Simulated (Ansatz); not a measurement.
# HNO (nitroxyl) at PBE0/STO-3G

Aim: the vertical electron affinity of HNO (nitroxyl) at PBE0/STO-3G, from 2 runs. 

The calculation is run with Ansatz 0.2.0.

**1. Starting point**

The species is HNO (3 atoms), meant as a singlet with charge 0. As SMILES, `N=O`. Geometry: relaxed at GFN2-xTB.

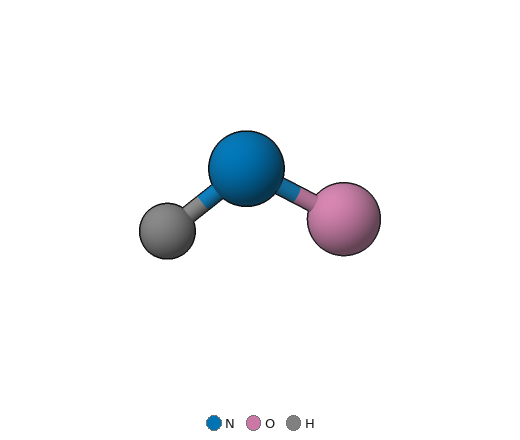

The structure, seen from a chosen angle (nitrogen blue, oxygen pink, hydrogen grey).

**2. The energy at PBE0/STO-3G**

The input, input.yaml:

```yaml
crystal:
  periodic: [false, false, false]
  atoms:
    - symbol: "N"
      position_ang: [-0.275940, 0.297220, -0.114780]
    - symbol: O
      position_ang: [0.768580, 0.418030, 0.466150]
    - symbol: H
      position_ang: [-0.492640, -0.715240, -0.351380]
basis:
  gaussian: {orbitals: STO-3G}
hamiltonian: {xc: {name: PBE0}}
accuracy: high
```

Run with:

```bash
$ ansatz run input.yaml --threads 1 --pin off --max-ram 2610MiB --events-out events.jsonl --progress --plain --runs-dir runs
```

The program printed:

```text
Warning: RAYON_NUM_THREADS=1 ignored (pool sized by the plan → 1); use --threads N
Functional definition: PBE0
  name "PBE0"
  parameter a = 0.25
  parameter kappa = 0.804
  parameter beta = 0.06672455060314922
  exchange = (1 - a)*pbe_x(kappa = kappa, mu = beta*pi^2/3) + a*exact_x
  correlation = pbe_c(beta = beta)
168 factors; integrals over basis functions are off by at most 2.2e-8 eV
mean field evaluation 1: about -3498.3741 eV, gradient 9.5e0 eV
mean field evaluation 2: about -3497.9862 eV, gradient 1.6e1 eV
mean field evaluation 4: about -3498.6337 eV, gradient 5.7e-2 eV
mean field evaluation 8: about -3498.6246 eV, gradient 3.7e-3 eV
mean field evaluation 16: about -3498.6246 eV, gradient 2.3e-8 eV
mean field -3498.62462736 eV, -128.5720836026 hartree, gradient 2.3e-8 eV, S^2 0.000000; 0 other end points of the search recorded, 0 dependent functions left out
reference -3498.62462817 eV, -128.5720836323 hartree; 8, 8 occupied and 3, 3 virtual orbitals, 168 factors
Total energy: -3498.62462817 eV, -128.5720836323 hartree
```

Run time: 0.38 s. Hardware: 1 thread of Arm Neoverse V2, shared host.

**3. The doublet anion**

The input, molecule.yaml:

```yaml
crystal:
  periodic: [false, false, false]
  atoms:
    - symbol: "N"
      position_ang: [-0.275940, 0.297220, -0.114780]
    - symbol: O
      position_ang: [0.768580, 0.418030, 0.466150]
    - symbol: H
      position_ang: [-0.492640, -0.715240, -0.351380]
basis:
  gaussian: {orbitals: STO-3G}
total_charge: -1
magnetization: {spin_polarized: true, initial_magnetization: 1}
hamiltonian: {xc: pbe0}
accuracy: high
```

Run with:

```bash
$ ansatz run molecule.yaml --threads 1 --pin off --max-ram 2610MiB --events-out events.jsonl --progress --plain --runs-dir runs
```

The program printed (excerpt; [...] marks lines left out):

```text
Warning: RAYON_NUM_THREADS=1 ignored (pool sized by the plan → 1); use --threads N
[... 7 set-up lines as earlier in the session ...]
168 factors; integrals over basis functions are off by at most 2.2e-8 eV
mean field evaluation 1: about -3492.9501 eV, gradient 5.8e0 eV
mean field evaluation 2: about -3493.1226 eV, gradient 2.7e0 eV
mean field evaluation 4: about -3493.1717 eV, gradient 1.8e-1 eV
mean field evaluation 8: about -3493.1913 eV, gradient 3.8e-4 eV
mean field evaluation 16: about -3493.1913 eV, gradient 4.5e-8 eV
mean field -3493.19130219 eV, -128.3724125855 hartree, gradient 4.5e-8 eV, S^2 0.750622; 0 other end points of the search recorded, 0 dependent functions left out
reference -3493.19130294 eV, -128.3724126131 hartree; 9, 8 occupied and 2, 3 virtual orbitals, 168 factors
Total energy: -3493.19130294 eV, -128.3724126131 hartree
```

Wall time 0.75 s (1 thread of Arm Neoverse V2, shared host); peak memory 0.095 GiB.

**4. Outcome**

Level: PBE0/STO-3G.

```
                                         quantity          value
                        singlet HNO: total energy  -128.57208 Eh
                      doublet anion: total energy  -128.37241 Eh
                              doublet anion: ⟨S²⟩          0.751
vertical electron affinity (to the doublet anion)      -5.433 eV
```

What this shows: The anion lies 5.43 eV (524 kJ/mol) above the neutral: the electron isn't bound at this level, and such a value depends on the basis. Without diffuse functions anions come out too high. In a minimal basis such a difference can be off by several eV, whatever the method.
